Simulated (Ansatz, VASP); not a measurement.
**AlN: VASP beside Ansatz**

Wanted: the spread between two codes on one cell, functional and k mesh.

Main program and level: Ansatz 0.2.0; plane waves, with VASP 6.6.1 beside it; relaxation of cell and atoms at r2SCAN.

## (1) Set-up

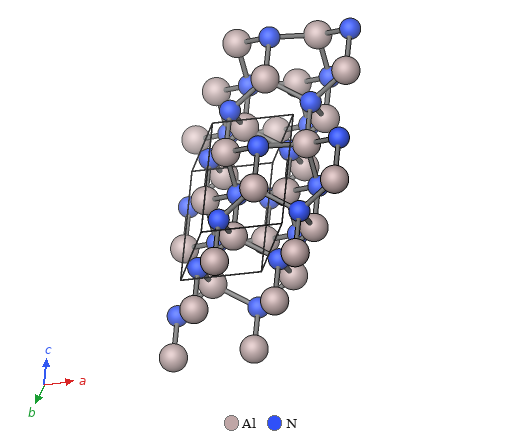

The cell as given, from a free direction (aluminium light grey, nitrogen blue). 2×3×2 cells are drawn. Some periodic images of atoms are drawn too.

## (2) Ansatz: relaxation of cell and atoms, r2SCAN

Ansatz runs on its default PAW (the set named soft_2) files.

The relaxed volume is the usual yardstick between codes: its relative difference is about their pressure difference at one cell divided by the bulk modulus.

Input file input.yaml:

```yaml
crystal:
  lattice:
    - [3.081, 0.0, 0.0]
    - [-1.5405, 2.6682242691, 0.0]
    - [0.0, 0.0, 5.031]
  atoms:
    - { symbol: Al, position: [0.3333333333, 0.6666666667, 0.0] }
    - { symbol: Al, position: [0.6666666667, 0.3333333333, 0.5] }
    - { symbol: "N", position: [0.3333333333, 0.6666666667, 0.382] }
    - { symbol: "N", position: [0.6666666667, 0.3333333333, 0.882] }
hamiltonian:
  xc: r2scan
  pseudopotentials: { kind: paw }
kpoints:
  mp_grid: { grid: [7, 7, 4] }
scf:
  occupations: { method: fermi_dirac, width: 0.05 }
relax:
  f_tol: 0.01
  max_steps: 60
  cell: { stress_tol: 0.05 }
output:
  forces: true
  stress: true
```

On the command line:

```console
> ansatz run input.yaml --threads 4 --pin off --max-ram 9216MiB --backend cpu --events-out ev --progress --plain --runs-dir out
```

Numbers of over 12 decimals in the logs are rounded to 6 here.

Output:

```text
Engine: ansatz 0.2.0, aarch64-unknown-linux-gnu
Pseudopotentials: kind: paw
Pseudopotential: Al, paw, valence charge 3, recommended cutoff 500 eV (meta_gga), Al.paw.azcp
Pseudopotential: N, paw, valence charge 5, recommended cutoff 500 eV (meta_gga), N.paw.azcp
Functional definition: r2SCAN
  parameter k0 = 0.174
  parameter k1 = 0.065
  parameter a1 = 4.9479
  exchange = r2scan_x(k0 = k0, k1 = k1, a1 = a1)
  correlation = r2scan_c
Crystal: 4 atoms, lattice volume = 41.359 Å³
Basis set: ecut = 500 eV, 1087 PW (Γ), exchange–correlation on 96×96×160 points (64 copies of the dense FFT grid, shifted against one another)
Bands: 12, of which v1, the nominal top of the filled ones, is band 8 counted from 1 (7 counted from 0)
Symmetry: 12 space group operations
Space group: P63mc (ITA 186), of the structure as read, at distance tolerance 3.5e-5 Å
k-points: 24 of 196 (time reversal used)
Non-local potential: Al, projectors of the file, l = 0: 2, l = 1: 2, l = 2: 1
Non-local potential: N, projectors of the file, l = 0: 2, l = 1: 2, l = 2: 1
PAW form: soft (Blöchl's): semilocal exchange-correlation on the pseudo side does not see the compensation charge
PAW frozen core: Al, regenerated for the run's functional (the file was generated under x = pbe(κ = 0.804, μ = 0.219515), c = pbe(β = 0.066725))
PAW frozen core: N, regenerated for the run's functional (the file was generated under x = pbe(κ = 0.804, μ = 0.219515), c = pbe(β = 0.066725))
PAW one-centre angular grid: Al, 302 points (default); XC on 160 Gauss nodes
PAW one-centre angular grid: N, 302 points (default); XC on 160 Gauss nodes
Initial density: superposition of atomic densities (neutral atoms: chi_scale 0, normalization atom), corrected by the library's trained network
Initial wavefunctions: pseudopotential atomic-orbital guess
Functional: x = r2scan, c = r2scan; τ floored in thin density (d = 2e-4 eV/Å³)
SCF iter   1: F=—  HF=-1856.811750 eV  |F-HF|=—  |Δ(HF+E_count)|=         —  Δρ=6.55e-3  dr2=1.74e-2  dr2_τ=3.19e-1  ethr=1.77e-3  ⟨swp⟩=5.7  Hψ=1877  notcnv=0
preconditioner: auto → none  [insulator: Δε(μ)=4.874 eV  Ē_g=14.285 eV  σ=0.050 eV  W_gap=1.00  n_scr=2 (ndim 8)  ℏωp=23.1 eV  f_vac=0.000  D(μ)=0.00/eV (n_scr^D=0)  ε∞_Penn≈3.6]
SCF iter   2: F=—  HF=-1856.955428 eV  |F-HF|=—  |Δ(HF+E_count)|=   1.44e-1  Δρ=4.51e-3  dr2=3.80e-3  dr2_τ=2.86e-4  ethr=1.09e-4  ⟨swp⟩=2.5  Hψ=790  notcnv=0
SCF iter   3: F=—  HF=-1856.955095 eV  |F-HF|=—  |Δ(HF+E_count)|=   3.33e-4  Δρ=6.50e-4  dr2=1.27e-4  dr2_τ=5.69e-5  ethr=2.37e-5  ⟨swp⟩=1.2  Hψ=297  notcnv=0
SCF iter   4: F=—  HF=-1856.955086 eV  |F-HF|=—  |Δ(HF+E_count)|=   9.16e-6  Δρ=1.81e-4  dr2=1.42e-5  dr2_τ=8.41e-7  ethr=7.93e-7  ⟨swp⟩=2.1  Hψ=455  notcnv=0
SCF iter   5: F=—  HF=-1856.955081 eV  |F-HF|=—  |Δ(HF+E_count)|=   4.63e-6  Δρ=4.87e-5  dr2=1.16e-6  dr2_τ=1.12e-7  ethr=8.87e-8  ⟨swp⟩=2.0  Hψ=470  notcnv=0
SCF iter   6: F=—  HF=-1856.955081 eV  |F-HF|=—  |Δ(HF+E_count)|=   2.55e-9  Δρ=2.32e-5  dr2=2.62e-7  dr2_τ=4.86e-9  ethr=7.24e-9  ⟨swp⟩=2.0  Hψ=453  notcnv=0
SCF iter   7: F=-1856.955081 eV  HF=-1856.955081 eV  |F-HF|=1.06e-8  |Δ(HF+E_count)|=   2.98e-8  Δρ=6.33e-6  dr2=1.95e-8  dr2_τ=4.26e-10  ethr=6.25e-10  ⟨swp⟩=4.0  Hψ=915  notcnv=0
SCF 1 converged in 7 iterations: F = -1856.955081 eV  dr2 = 1.95e-8
  greatest PAW one-centre occupation: 0.794 electrons in one spin orbital (limit 2), on the N atom at site 2 (counted from 0), in its partial waves of l = 0
relax step   1: F+E_penalty+E_count = -1856.95508125 eV  Δ(F+E_penalty+E_count) = +0.000e0 eV  max|allowed force component| = 2.293e-1 eV/Å  Δτ_max = 0.0000 Å  P = +1.603 GPa  Ω = 41.359 Å³  (7 SCF iters, dr2 threshold 1.00e-7 eV, accepted)
[...]
relax step   2: F+E_penalty+E_count = -1856.96677174 eV  Δ(F+E_penalty+E_count) = -1.169e-2 eV  max|allowed force component| = 1.805e-1 eV/Å  Δτ_max = 0.0044 Å  P = +0.722 GPa  Ω = 41.480 Å³  energy of the carried Pulay correction = -3.003e-5 eV  (4 SCF iters, dr2 threshold 4.00e-7 eV, accepted)
[...]
relax step   3: F+E_penalty+E_count = -1856.96945335 eV  Δ(F+E_penalty+E_count) = -2.682e-3 eV  max|allowed force component| = 8.878e-2 eV/Å  Δτ_max = 0.0014 Å  P = +0.064 GPa  Ω = 41.595 Å³  energy of the carried Pulay correction = -5.819e-5 eV  (4 SCF iters, dr2 threshold 4.00e-7 eV, accepted)
[...]
relax step   4: F+E_penalty+E_count = -1856.97009879 eV  Δ(F+E_penalty+E_count) = -6.454e-4 eV  max|allowed force component| = 2.159e-3 eV/Å  Δτ_max = 0.0038 Å  P = -0.004 GPa  Ω = 41.614 Å³  energy of the carried Pulay correction = -6.285e-5 eV  (4 SCF iters, dr2 threshold 4.00e-7 eV, accepted)
[...]
relax step   5: F+E_penalty+E_count = -1856.97016953 eV  Δ(F+E_penalty+E_count) = -7.074e-5 eV  max|allowed force component| = 2.160e-3 eV/Å  Δτ_max = 0.0000 Å  P = -0.004 GPa  Ω = 41.614 Å³  stress off target by 8.89e-3 GPa  SCF on the basis re-selected at this cell (its energy is not comparable with the rows above)  (5 SCF iters)
basis re-selected at this cell: Δ(F+E_penalty+E_count) = -7.074e-5 eV, ΔP = +0.000 GPa vs the last step (what re-selecting the basis moved, of the pressure what is left beyond the Pulay correction that the steps carried, after the strain that the cell walked since its last selection, with what the two solves' SCF thresholds leave and, on support functions, any second-order correction that the steps lacked; it is no m [...]
SCF converged after 5 iterations
Free energy (F): -1856.970170 eV
Harris-Foulkes:  -1856.970170 eV  (|F-HF|=5.84e-11)
Internal energy: -1856.970170 eV  (E = F + TS)
E sigma→0 (E₀):  -1856.970170 eV
Fermi energy:    9.380545 eV
--- Per-component energies (eV) ---
  E_band       = 23.148019
  E_kinetic    = 321.368312
  E_local      = -448.705756  (includes V_loc(G=0)·N_el)
  E_nonlocal   = 108.520834
  E_hartree    = 157.354373
  E_xc         = -197.824371
  E_vxc        = -238.489148  (∫ρ·V_xc dr)
  E_paw        = -1204.935604  (= ΣΔE_a)
  E_vpaw       = -47.058079  (= ΣTr[D̂ρ^β])
  E_aug_tail   = 0.000038  (compensation charges beyond the density's cutoff)
  E_vtau       = 12.803076  (kinetic-family band-sum trace: ∫τ·v_τ [+ j·A + Jᵃ·Aᵃ] dr)
  E_ewald      = -592.568650
  E_core_change = -0.179345  (= ΣΔE_core)
  E_smearing   = -0.000000  (= −TS)
  E_closure    = 0.000000  (closes the sum)
  Σ components = -1856.970170   (vs F -1856.970170, Δ=0.00e0)
--- Forces (eV/Å), atoms counted from 1 ---
  atom   1  Al     0.00000000    -0.00000000     0.00217013
  atom   2  Al     0.00000000     0.00000000     0.00217013
  atom   3  N      0.00000000     0.00000000    -0.00214984
  atom   4  N     -0.00000000    -0.00000000    -0.00214984
  max |Σ_I F_I| component: 4.06e-5 eV/Å
--- Stress (GPa, compression-positive) ---
       -0.008894       0.000000       0.000000
       -0.000000      -0.008894       0.000000
        0.000000       0.000000       0.006010
  P = ⅓ Tr σ = -0.0039 GPa (-0.039 kbar)
--- Relaxed structure (4 steps of the walk, 4 accepted, 1 SCFs on fresh bases) ---
  F+E_penalty+E_count = -1856.97016953 eV   max|allowed force component| = 2.160e-3 eV/Å   (the final SCF, on the basis selected at the relaxed cell)
  cell:  # Å, volume = 41.6137 Å³
    - [3.106887, 0.0, 0]
    - [-1.553444, 2.690643, 0]
    - [0, 0, 4.977999]
  atoms:
    - { symbol: Al, position: [0.333333, 0.666667, 0.000161364] }
    - { symbol: Al, position: [0.666667, 0.333333, 0.500161] }
    - { symbol: N, position: [0.333333, 0.666667, 0.381839] }
    - { symbol: N, position: [0.666667, 0.333333, 0.881839] }
```

Elapsed: 3.8 s, on 4 threads of Arm Neoverse V1, shared host; peak memory 0.33 GiB.

## (3) VASP: relaxation of cell and atoms, r2SCAN

The same cell, functional, mesh and smearing now go to VASP, with its own data sets and cutoff.

Lines of VASP's logs that name or quote its potential files are left out, and so is its time.

Input file INCAR:

```
SYSTEM = AlN
PREC = Accurate
ENCUT = 560
EDIFF = 1E-06
NELM = 100
ISMEAR = -1
SIGMA = 0.05
LREAL = .FALSE.
ALGO = Normal
METAGGA = R2SCAN
LASPH = .TRUE.
NBANDS = 14
LORBIT = 11
LWAVE = .FALSE.
LCHARG = .FALSE.
KPAR = 2
IBRION = 2
NSW = 60
ISIF = 3
EDIFFG = -0.01
```

Input file POSCAR:

```
AlN
1.0
    3.0810000000      0.0000000000      0.0000000000
   -1.5405000000      2.6682242691      0.0000000000
    0.0000000000      0.0000000000      5.0310000000
Al N
2 2
Direct
    0.3333333333      0.6666666667      0.0000000000
    0.6666666667      0.3333333333      0.5000000000
    0.3333333333      0.6666666667      0.3820000000
    0.6666666667      0.3333333333      0.8820000000
```

Input file KPOINTS:

```
Automatic mesh
0
Gamma
7 7 4
0 0 0
```

The projector-augmented-wave data sets are Al and N (PBE family, release 64).

On the command line:

```console
> mpirun -np 2 vasp_std
```

Output:

```text
[banner, memory and clock lines left out]
running    2 mpi-ranks, on    1 nodes
 distrk:  each k-point on    1 cores,    2 groups
 distr:  one band on    1 cores,    1 groups

 POSCAR found type information on POSCAR AlN
 POSCAR found :  2 types and       4 ions
|                                                                             |
|               ----> ADVICE to this user running VASP <----                  |
|                                                                             |
|     You enforced a specific xc type in the INCAR file but a different       |
|     [... a line on the potential file left out ...]
|     I HOPE YOU KNOW WHAT YOU ARE DOING!                                     |
|                                                                             |

 LDA part: xc-table for (None), standard interpolation
 POSCAR, INCAR and KPOINTS ok, starting setup
 FFT: planning ... GRIDC
 FFT: planning ... GRID_SOFT
 FFT: planning ... GRID
 WAVECAR not read
 entering main loop
       N       E                     dE             d eps       ncg     rms          rms(c)
DAV:   1     0.405560367923E+02    0.40556E+02   -0.79878E+03   672   0.112E+03
DAV:   2    -0.428626325874E+02   -0.83419E+02   -0.76696E+02   964   0.223E+02
DAV:   3    -0.470939981249E+02   -0.42314E+01   -0.42149E+01   930   0.532E+01
DAV:   4    -0.471255885074E+02   -0.31590E-01   -0.31588E-01   720   0.515E+00
DAV:   5    -0.471259965631E+02   -0.40806E-03   -0.40805E-03   906   0.594E-01    0.126E+01
DAV:   6    -0.381304417372E+02    0.89956E+01   -0.10029E+01   822   0.236E+01    0.522E+00
DAV:   7    -0.383995185351E+02   -0.26908E+00   -0.13219E+00   834   0.833E+00    0.337E+00
DAV:   8    -0.384506664532E+02   -0.51148E-01   -0.86706E-02   708   0.325E+00    0.844E-01
DAV:   9    -0.384408516356E+02    0.98148E-02   -0.26276E-02   888   0.135E+00    0.229E-01
DAV:  10    -0.384414037154E+02   -0.55208E-03   -0.32722E-03   822   0.397E-01    0.110E-01
DAV:  11    -0.384413099581E+02    0.93757E-04   -0.18493E-04   888   0.118E-01    0.271E-02
DAV:  12    -0.384413105874E+02   -0.62937E-06   -0.96522E-06   810   0.246E-02
   1 F= -.38441311E+02 E0= -.38441311E+02  d E =-.384413E+02
[...]
2 F= -.38444004E+02 E0= -.38444004E+02  d E =-.269388E-02
[...]
3 F= -.38455075E+02 E0= -.38455075E+02  d E =-.137644E-01
[...]
4 F= -.38455972E+02 E0= -.38455972E+02  d E =-.896917E-03
[...]
5 F= -.38456103E+02 E0= -.38456103E+02  d E =-.102852E-02
[...]
6 F= -.38456125E+02 E0= -.38456125E+02  d E =-.104989E-02
[...]
7 F= -.38456143E+02 E0= -.38456143E+02  d E =-.185468E-04
 trial-energy change:   -0.000019  1 .order   -0.000002   -0.000107    0.000104
 step:   0.6345(harm=  0.5188)  dis= 0.00039  next Energy=   -38.456162 (dE=-0.374E-04)
 bond charge predicted
       N       E                     dE             d eps       ncg     rms          rms(c)
DAV:   1    -0.384561847014E+02   -0.41601E-04   -0.85634E-04   684   0.251E-01    0.275E-02
DAV:   2    -0.384561675697E+02    0.17132E-04   -0.42487E-05   816   0.563E-02    0.969E-03
DAV:   3    -0.384561638297E+02    0.37400E-05   -0.50991E-06   756   0.172E-02    0.354E-03
DAV:   4    -0.384561620278E+02    0.18019E-05   -0.25564E-07   354   0.483E-03    0.133E-03
DAV:   5    -0.384561611722E+02    0.85566E-06   -0.32321E-08   348   0.244E-03
   8 F= -.38456161E+02 E0= -.38456161E+02  d E =-.363432E-04
 curvature:  -0.27 expect dE=-0.139E-05 dE for cont linesearch -0.127E-05
 trial: gam= 0.00000 g(F)=  0.112E-05 g(S)=  0.413E-05 ort =-0.233E-04 (trialstep = 0.945E+00)
 search vector abs. value=  0.525E-05
 reached required accuracy - stopping structural energy minimisation
```

OUTCAR, selected parts (step 3):

```text
ion  position               nearest neighbor table
   1  0.333  0.667  0.000-   4 1.88   4 1.88   4 1.88   3 1.92   2 3.08   2 3.08   2 3.08   2 3.08
                             2 3.08   2 3.08
   2  0.667  0.333  0.500-   3 1.88   3 1.88   3 1.88   4 1.92   1 3.08   1 3.08   1 3.08   1 3.08
                             1 3.08   1 3.08
   3  0.333  0.667  0.382-   2 1.88   2 1.88   2 1.88   1 1.92
   4  0.667  0.333  0.882-   1 1.88   1 1.88   1 1.88   2 1.92

  LATTYP: Found a hexagonal cell.
 ALAT       =     3.0810000000
 C/A-ratio  =     1.6329113924

 Subroutine GETGRP returns: Found 12 space group operations
 (whereof  6 operations were pure point group operations)

The static configuration has the point symmetry C_3v.
 The point group associated with its full space group is C_6v.

 Found     24 irreducible k-points:

   k-points           NKPTS =     24   k-points in BZ     NKDIM =     24   number of bands    NBANDS=     14

   dimension x,y,z NGX =    24 NGY =   24 NGZ =   40
   dimension x,y,z NGXF=    48 NGYF=   48 NGZF=   80

   ENCUT  =  560.0 eV  41.16 Ry    6.42 a.u.   5.94  5.94  9.71*2*pi/ulx,y,z

   NELECT =      16.0000    total number of electrons

 k-points in reciprocal lattice and weights: Automatic mesh
   0.00000000  0.00000000  0.00000000       0.005
   0.14285714  0.00000000  0.00000000       0.031
   0.28571429  0.00000000  0.00000000       0.031
   0.42857143  0.00000000  0.00000000       0.031
   0.14285714  0.14285714  0.00000000       0.031
   0.28571429  0.14285714  0.00000000       0.061
   0.42857143  0.14285714  0.00000000       0.031
   0.28571429  0.28571429  0.00000000       0.031
   0.00000000  0.00000000  0.25000000       0.010
[...]
0.42857143  0.14285714  0.50000000       0.031
   0.28571429  0.28571429  0.50000000       0.031

 average (electrostatic) potential at core
       1 -74.5023       2 -74.5023       3 -62.7150       4 -62.7150

 E-fermi :   6.9744

 k-point     1 :       0.0000    0.0000    0.0000
  band No.  band energies     occupation
    ...
      4       5.0441      2.00000
      5       5.0441      2.00000
      6       5.7053      2.00000
      7       5.7053      2.00000
      8       5.9319      2.00000
      9      10.8621      0.00000
     10      13.4809      0.00000
     11      17.5567      0.00000
     12      17.9829      0.00000
     13      17.9829      0.00000
    ...

 k-point     2 :       0.1429    0.0000    0.0000
  band No.  band energies     occupation
    ...
      4       3.9493      2.00000
      5       4.6961      2.00000
      6       4.7336      2.00000
      7       5.6522      2.00000
      8       5.8079      2.00000
      9      11.8880      0.00000
     10      14.3843      0.00000
     11      16.3299      0.00000
     12      16.7551      0.00000
     13      18.7577      0.00000
    ...

 k-point     3 :       0.2857    0.0000    0.0000
  band No.  band energies     occupation
    ...
      4       1.9554      2.00000
      5       3.0418      2.00000
      6       4.1935      2.00000
      7       5.3249      2.00000
      8       5.4415      2.00000
      9      12.9943      0.00000
     10      13.9053      0.00000
     11      14.7076      0.00000
     12      17.2088      0.00000
     13      18.3783      0.00000
    ...

  Total       -0.0085422     -0.0085422     -0.0140032      0.0000000      0.0000000     -0.0000000
  in kB       -0.3293044     -0.3293044     -0.5398302      0.0000000      0.0000000     -0.0000000
  external PRESSURE =      -0.3994797 kB  Pullay stress =       0.0000000 kB

  energy-cutoff  :      560.00
  volume of cell :       41.56
      direct lattice vectors                 reciprocal lattice vectors
     3.105495673  0.000000000 -0.000000000     0.322009787  0.185912437  0.000000000
    -1.552747837  2.689438144  0.000000000     0.000000000  0.371824874  0.000000000
    -0.000000000  0.000000000  4.976091343     0.000000000  0.000000000  0.200960941

 POSITION                                       TOTAL-FORCE (eV/Angst)
 -----------------------------------------------------------------------------------
     -0.00000      1.79296      0.00076        -0.000000      0.000000      0.002410
      1.55275      0.89648      2.48880        -0.000000      0.000000      0.002410
     -0.00000      1.79296      1.90011         0.000000      0.000000     -0.002410
      1.55275      0.89648      4.38816         0.000000     -0.000000     -0.002410
 -----------------------------------------------------------------------------------
    total drift:                               -0.000000     -0.000000     -0.018599

  FREE ENERGIE OF THE ION-ELECTRON SYSTEM (eV)
  ---------------------------------------------------
  free  energy   TOTEN  =       -38.4561611722 eV

  energy  without entropy=      -38.4561611722  energy(sigma->0) =      -38.45616117

 reached required accuracy - stopping structural energy minimisation

 total charge
# of ion       s       p       d       tot
------------------------------------------
    1        0.368   0.450   0.000   0.818
    2        0.368   0.450   0.000   0.818
    3        1.229   2.676   0.000   3.905
    4        1.229   2.676   0.000   3.905
--------------------------------------------------
tot          3.193   6.253   0.000   9.446

[... 3 further parts left out ...]
```

CONTCAR:

```
AlN
   1.00000000000000
     3.1054956732817960    0.0000000000000000   -0.0000000000000000
    -1.5527478366408980    2.6894381444457984    0.0000000000000000
    -0.0000000000000000    0.0000000000000000    4.9760913425842217
  Al              N
     2     2
Direct
     0.3333333332999970    0.6666666667000030    0.0001521849357544
     0.6666666667000030    0.3333333332999970    0.5001521849357544
     0.3333333332999970    0.6666666667000030    0.3818478150642435
     0.6666666667000030    0.3333333332999970    0.8818478150642435
```

## (4) Differences

Known differences besides the PAW data sets themselves: VASP keeps PBE cores, Ansatz makes them for the functional; both relaxations stop at a tolerance, which leaves soft axes loose, and VASP keeps its plane-wave basis; the cutoff is 500 eV in Ansatz and 560 eV in VASP; Ansatz adds a Pulay correction to the stress that steers its cell, VASP none. Total energies have different zeros and are not compared.

Both answers:

| quantity | Ansatz | VASP | difference |
| --- | --- | --- | --- |
| volume (Å³) | 41.61 | 41.56 | +0.13 % |
| edge a after relaxation, in the typed setting (Å) | 3.107 | 3.106 | +0.05 % |
| edge c after relaxation, in the typed setting (Å) | 4.978 | 4.976 | +0.04 % |

The walks stopped with 0.00 GPa left in Ansatz and -0.04 GPa in VASP; each walk ends within a tolerance, so the volume difference is uncertain by about these residues over the bulk modulus, most in soft cells.

## (5) What came out

```yaml
difference_in_volume_relaxation_of_cell_and_atoms_r2scan: 0.13 %
```

**Reading.** The difference in volume is 0.13 % (relaxation of cell and atoms, r2SCAN), within the 1.2 % picked in this series as the mark of a large difference, as far as the stopping tolerances let one tell. Differences of this kind measure data sets and numerical settings, not the functional's error against experiment.

[Lines on the potential files, build, host, timing and source positions are cut from VASP's logs without a mark.]

[Logs are printed without paths, hosts, clocks, repeated set-up lines and the standing remarks that a program may print on its own settings, such as how far it seeks lower states.]

[Hosts, paths, dates, database ids (printed as entryN), source tags and the programs' standing remarks are cut or masked in the printed files.]
